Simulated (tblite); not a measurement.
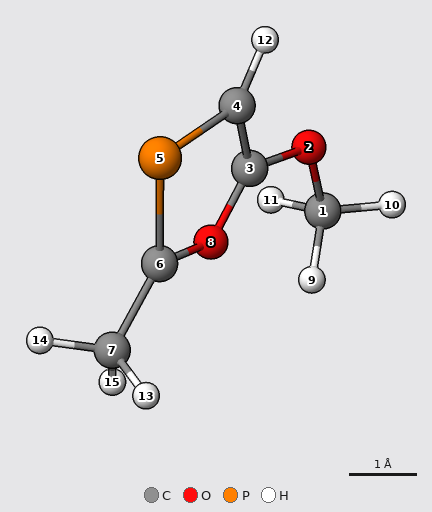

C5H7O2P, before the relaxation. The picture is a ball-and-stick view, seen from a free direction.

The calculation used tblite, GFN2-xTB geometry optimisation, gas phase.

```xyz
15

C    -2.3514   -1.0802   -0.3327
O    -2.1139    0.2792   -0.0329
C    -0.7557    0.7352    0.1280
C    -0.5424    2.0634    0.4161
P     1.2600    2.2105    0.5267
C     1.4323    0.3365    0.1060
C     2.6320   -0.5319   -0.0492
O     0.2297   -0.0264   -0.0093
H    -1.4770   -1.5259   -0.8656
H    -3.2839   -1.1900   -0.9569
H    -2.4320   -1.6188    0.6333
H    -1.2852    2.8242    0.5731
H     3.0780   -0.4625   -1.0239
H     3.3389   -0.4135    0.8071
H     2.2663   -1.5917    0.0584
```

> Predict the outcome.

The atom that moves furthest after the best rigid fit is H15 (0.78 Å). Largest moves by element: H 0.78 Å, P 0.20 Å, O 0.18 Å, C 0.16 Å. Some distances before and after: P5–C6 1.928 → 1.711 Å, O2–C3 1.442 → 1.343 Å, C6–O8 1.261 → 1.359 Å, C3–O8 1.253 → 1.338 Å. Among the angles between lasting bonds that change: C3–O8–C6 124.4° → 111.0°, P5–C6–O8 102.4° → 114.7°, C7–C6–O8 126.2° → 116.0°. Groups turn about C6–C7 by about 45°, C1–O2 by about 30°. The energy falls by 33.8 kcal/mol in 114 geometry steps.

The structure at the end:

```xyz
15

C    -2.2851   -1.0433   -0.4568
O    -2.1046    0.3110   -0.0898
C    -0.8376    0.7090    0.1132
C    -0.4500    1.9633    0.4622
P     1.3069    2.0377    0.6230
C     1.3589    0.3789    0.2065
C     2.5363   -0.5236    0.0741
O     0.1461   -0.1855   -0.0340
H    -1.7748   -1.2669   -1.3979
H    -3.3581   -1.1757   -0.5763
H    -1.9106   -1.7155    0.3202
H    -1.1321    2.7760    0.6125
H     2.5915   -0.9397   -0.9322
H     3.4434    0.0375    0.2771
H     2.4655   -1.3551    0.7762
```

The end point in the same view:

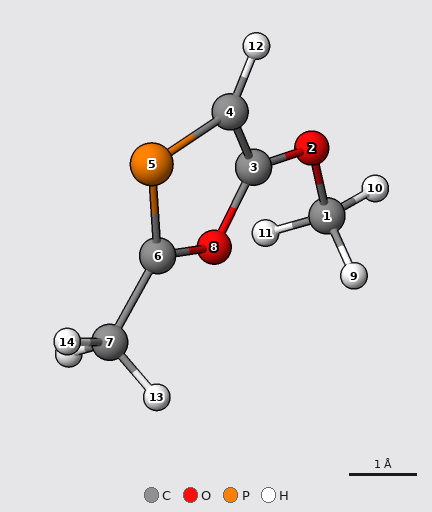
